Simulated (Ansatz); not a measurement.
## Abstraction of Cl: C4H9Cl + C2H5Sn → C4H9 + C2H5ClSn

Species: C4H9Cl `CC(C)(C)Cl`, singlet; C2H5Sn `C=[CH][SnH2]`, doublet; C4H9 `C[C](C)C`, doublet; C2H5ClSn `C=[CH][SnH2][Cl]`, singlet. A radical takes Cl: the energy is the difference in strength between the C–Cl bond broken and the Sn–Cl bond made.

Shapes, held fixed at every level: PBE0-D4/def2-TZVP. Flexible molecules stand in one conformer, not always the lowest. Programs: Ansatz 0.2.0. The zero-point and thermal change to 298 K, harmonic and unscaled (PBE0-D4/def2-TZVP), is -4.5 kJ/mol.

```json
{"level": "HF/def2-SVP", "kind": "Hartree–Fock", "ΔH(298 K) (kJ/mol)": "-80.6", "less CCSD(T)/def2-TZVPP": "-46.8"}
{"level": "SPW92/def2-TZVPP", "kind": "LDA", "ΔH(298 K) (kJ/mol)": "-18.5", "less CCSD(T)/def2-TZVPP": "+15.3"}
{"level": "BHLYP-D4/def2-TZVPP", "kind": "global hybrid", "ΔH(298 K) (kJ/mol)": "-57.4", "less CCSD(T)/def2-TZVPP": "-23.6"}
{"level": "PBE0-D4/def2-TZVPP", "kind": "global hybrid", "ΔH(298 K) (kJ/mol)": "-45.4", "less CCSD(T)/def2-TZVPP": "-11.6"}
{"level": "r2SCAN0-D4/def2-TZVPP", "kind": "global hybrid", "ΔH(298 K) (kJ/mol)": "-53.3", "less CCSD(T)/def2-TZVPP": "-19.5"}
{"level": "wB97X-V/def2-TZVPP", "kind": "range-separated hybrid", "ΔH(298 K) (kJ/mol)": "-46.7", "less CCSD(T)/def2-TZVPP": "-12.9"}
{"level": "MP2/def2-TZVPP", "kind": "perturbation theory", "ΔH(298 K) (kJ/mol)": "-35.0", "less CCSD(T)/def2-TZVPP": "-1.2"}
{"level": "CCSD(T)/def2-TZVPP", "kind": "coupled cluster or CI", "ΔH(298 K) (kJ/mol)": "-33.8", "less CCSD(T)/def2-TZVPP": "0.0"}
```

The highest level, CCSD(T)/def2-TZVPP, gives ΔH(298 K) = -33.8 kJ/mol; the levels span -80.6 to -18.5. The column of differences is taken from that level and isn't an error. No measured value is set beside it here. Spin contamination: C2H5Sn (⟨S²⟩ up to 0.83). Open shells run unrestricted unless RO is named. For atoms past krypton def2 sets carry core potentials with scalar relativity. Correlated rows may include outer-core shells of Sn, which these sets cover unevenly.

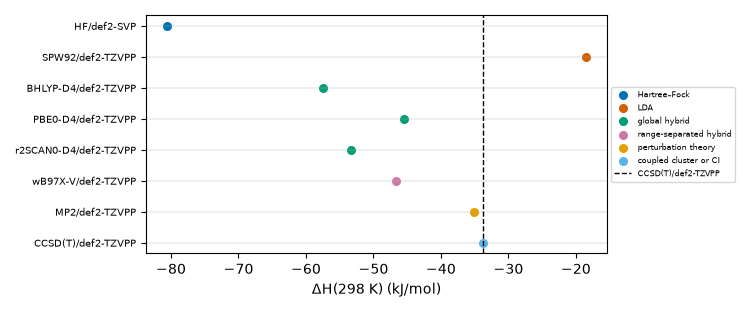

The values of the table, level by level.
